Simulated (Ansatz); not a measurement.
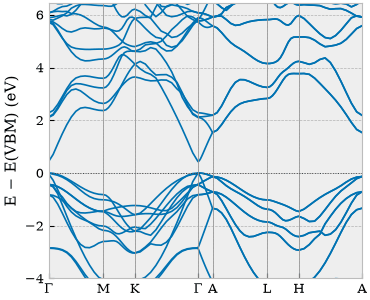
Fig. 1. Band structure from the program Ansatz at the LDA level (PAW)

Q: Read off the gap and where the band edges lie.

A: About 0.4 eV (0.43 eV by a search for the band edges); maximum at Γ, minimum at Γ.

Q: Which compound is it?
(A) PbI2, P6_3mc (Pearson symbol hP12)
(B) CuI, wurtzite
(C) ZnO, wurtzite
(D) CdSe, P6_3mc (Cd on 2a, Cd on 2b, Se on 2a, Se on 2b)

A: D, CdSe, P6_3mc (Cd on 2a, Cd on 2b, Se on 2a, Se on 2b)

A made-up cell: these elements were put on the sites of a structure type. Its sites differ from those of the usual phase in this space group: another stacking or structure type. The cell was relaxed with LDA under the symmetry of its start; phonons on a q-mesh show no instability. Spin–orbit coupling is left out wherever it is not named.

Potentials: the later of the program's two PAW sets.
